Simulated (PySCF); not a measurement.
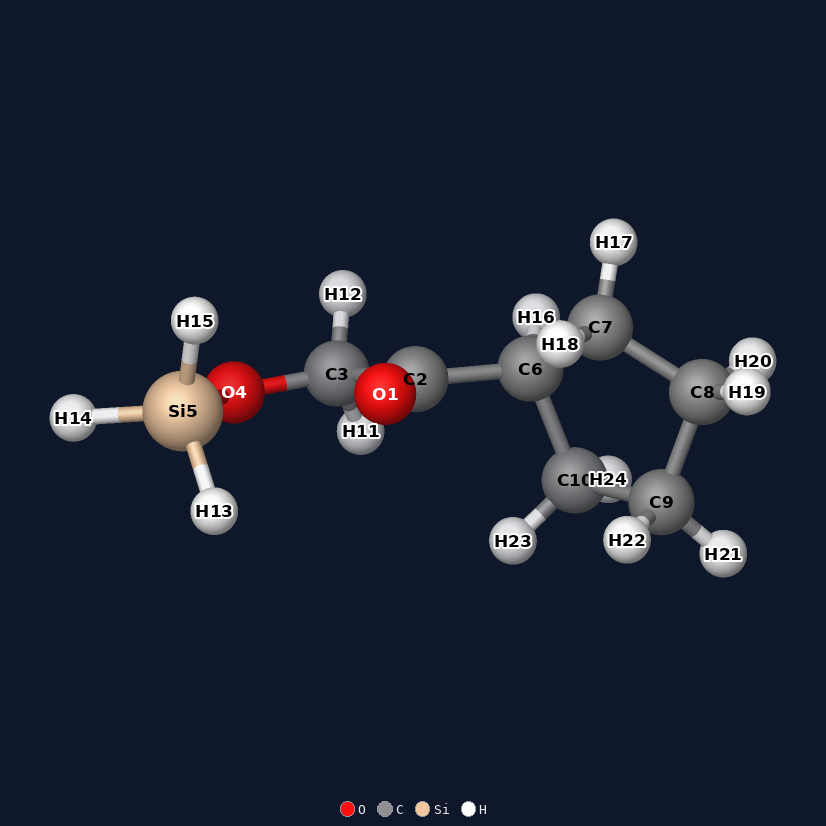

The geometry was computed by an optimisation with GFN2-xTB. No frequency run is at hand to confirm it as a minimum. Electric field gradients from the ground-state density, PBE0/pcSseg-1 (PySCF 2.14.0), non-relativistic apart from any core potentials.

Give the largest field-gradient component, the quadrupole coupling constant and the asymmetry for 17O at O1 (Q = −25.6 mb), 17O at O4 (Q = −25.6 mb), 2H at H11 (Q = 2.86 mb), 2H at H12 (Q = 2.86 mb), 2H at H13 (Q = 2.86 mb), 2H at H14 (Q = 2.86 mb).

```
atom  V_zz (a.u.)  e²qQ/h (MHz)     η
  O1       −1.716         10.32  0.45
  O4        1.772        −10.66  0.37
 H11        0.283         0.190  0.06
 H12        0.281         0.189  0.07
 H13        0.163         0.110  0.06
 H14        0.162         0.109  0.02
```

The geometry is semi-empirical. Around Si such bond lengths and angles can be off by a tenth of an ångström or more and by several degrees, and values that hang on the shape move with them.
